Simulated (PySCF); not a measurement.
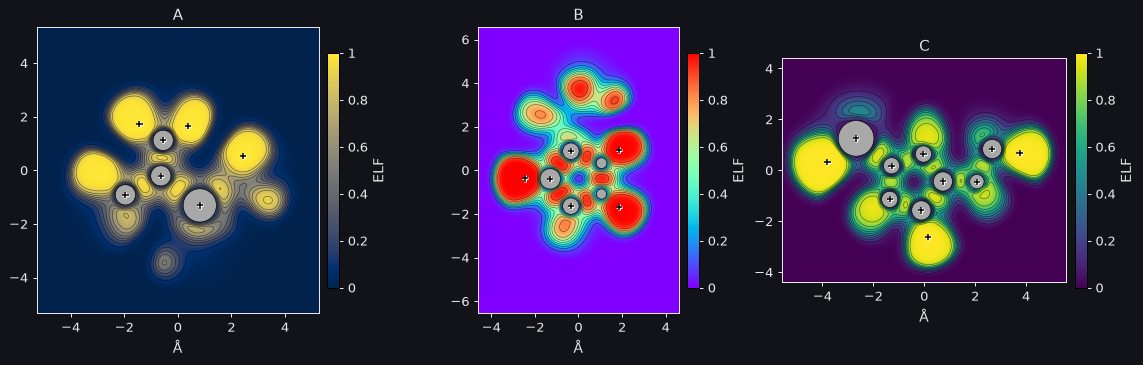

The ELF of 3 systems, each on a plane through atoms (crosses mark nuclei in the plane; grey discs cover the cores).

Method: PBE0/pcSseg-1, SCF density, gas phase, non-relativistic in PySCF.

System 1: C5H11BS, the plane of atoms C3, B4 and H12. Geometry: GFN2-xTB.

```xyz
18

C     2.9693    0.4882    0.1166
S     1.6524    0.9559   -1.0485
C     0.3201   -0.1755   -0.4906
B    -0.9296   -0.2599   -1.4558
C    -2.1980   -0.1977   -0.5332
C    -1.6647   -0.3941    0.8959
C    -0.2562    0.2026    0.8822
H     3.8385    1.0837   -0.1424
H     3.1975   -0.5687    0.0060
H     2.6599    0.7099    1.1337
H     0.7958   -1.1616   -0.4438
H    -0.8914   -0.3442   -2.6166
H    -2.6196    0.8090   -0.6229
H    -3.0139   -0.8823   -0.7640
H    -2.2951    0.0724    1.6532
H    -1.6063   -1.4623    1.1156
H     0.3487   -0.1599    1.7143
H    -0.3161    1.2911    0.9484
```

System 2: C3H7N3OSi, the plane of atoms C1, O2 and C3. Geometry: GFN2-xTB.

```xyz
15

C    -2.5853   -0.8378   -0.3413
O    -2.1715    0.4657    0.0191
C    -0.8495    0.6267    0.1179
C    -0.1691    1.8266    0.4410
N     1.1180    1.5641    0.4323
N     1.2304    0.2841    0.1234
Si    2.7547   -0.5811   -0.0050
N     0.0554   -0.3163   -0.0744
H    -2.2742   -1.5653    0.4129
H    -2.1532   -1.1261   -1.3028
H    -3.6705   -0.8027   -0.4077
H    -0.5640    2.7944    0.6626
H     3.7440    0.4501    0.2719
H     2.7125   -1.6516    0.9895
H     2.8180   -1.1228   -1.3613
```

System 3: C7H11P (SMILES C#CCP(C)C(=C)C), the plane of atoms C7, C6 and C8. Geometry: GFN2-xTB.

```yaml
atoms:
  - { symbol: C, position_ang: [-1.7477, 1.1969, 1.7875] }
  - { symbol: C, position_ang: [-1.7067, 1.0496, 0.5996] }
  - { symbol: C, position_ang: [-1.6270, 0.8304, -0.8207] }
  - { symbol: P, position_ang: [-0.3027, -0.4018, -1.3181] }
  - { symbol: C, position_ang: [-0.8191, -1.7814, -0.1915] }
  - { symbol: C, position_ang: [1.1410, 0.2206, -0.3700] }
  - { symbol: C, position_ang: [1.3297, 1.5035, -0.0951] }
  - { symbol: C, position_ang: [2.1765, -0.8199, -0.0622] }
  - { symbol: H, position_ang: [-1.7992, 1.3490, 2.8238] }
  - { symbol: H, position_ang: [-1.4309, 1.7694, -1.3462] }
  - { symbol: H, position_ang: [-2.5751, 0.4274, -1.1935] }
  - { symbol: H, position_ang: [-0.1046, -2.5983, -0.2612] }
  - { symbol: H, position_ang: [-0.8953, -1.4344, 0.8381] }
  - { symbol: H, position_ang: [-1.7901, -2.1465, -0.5242] }
  - { symbol: H, position_ang: [2.2288, 1.8440, 0.3955] }
  - { symbol: H, position_ang: [0.6059, 2.2653, -0.3241] }
  - { symbol: H, position_ang: [1.8845, -1.3946, 0.8166] }
  - { symbol: H, position_ang: [2.2805, -1.5113, -0.8984] }
  - { symbol: H, position_ang: [3.1416, -0.3585, 0.1368] }
```

Q: Which map belongs to which system?

A: Panel A is system 3, C7H11P: the plane holds P, C and H. C–P (1.84 Å): the ELF peaks at about 0.95 between the atoms (localised, covalent bonding). Panel B is system 1, C5H11BS: the plane holds C, B and H. C–B (1.57 Å): the ELF peaks at about 0.95 between the atoms: a shared electron pair. Panel C is system 2, C3H7N3OSi: the plane holds C, O, N, Si and H. C–N (1.31 Å): the ELF peaks at about 0.90 between the atoms; localised, covalent bonding.
